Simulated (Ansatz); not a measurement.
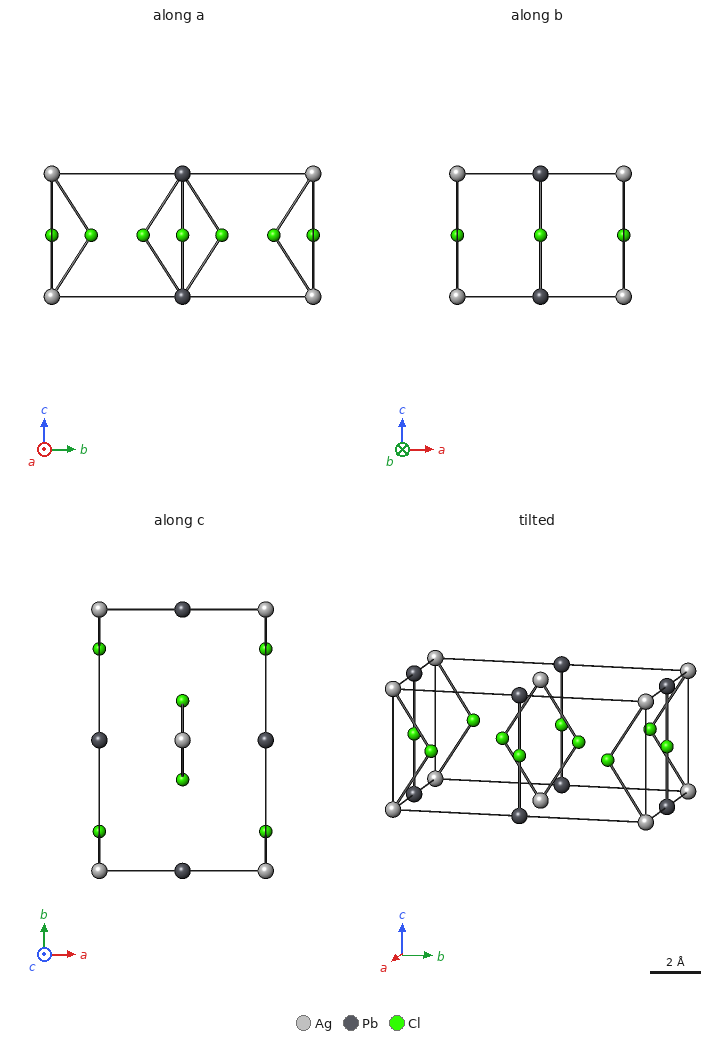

The crystal in a ball-and-stick representation, seen along the a axis, along the b axis, along the c axis and slightly off an axis. The edges of the conventional unit cell are marked.

Lattice parameters: a = 6.785 Å, b = 10.659 Å, c = 5.015 Å, α = 90.00°, β = 90.00°, γ = 90.00°. Put a along x and b in the xy plane.

Q: Set out the cell and atoms as a POSCAR file, with free fractional coordinates to two decimals.

A:
```
Ag Pb Cl
1.0
     6.785    0.000    0.000
     0.000   10.659    0.000
     0.000    0.000    5.015
Ag Pb Cl
2 2 6
Direct
  0.00 0.00 0.00
  0.50 0.50 0.00
  0.50 0.00 0.00
  0.00 0.50 0.00
  0.50 0.65 0.50
  0.50 0.35 0.50
  0.50 0.00 0.50
  0.00 0.15 0.50
  0.00 0.85 0.50
  0.00 0.50 0.50
```

The initial geometry was a random cell made by a generator, so it need not be a real form of the compound. Earlier steps of the study, as a rule a relaxation of our own, may have changed the cell and positions, so they can lie some per cent off the listed ones. It was run through Ansatz as a DFT input.
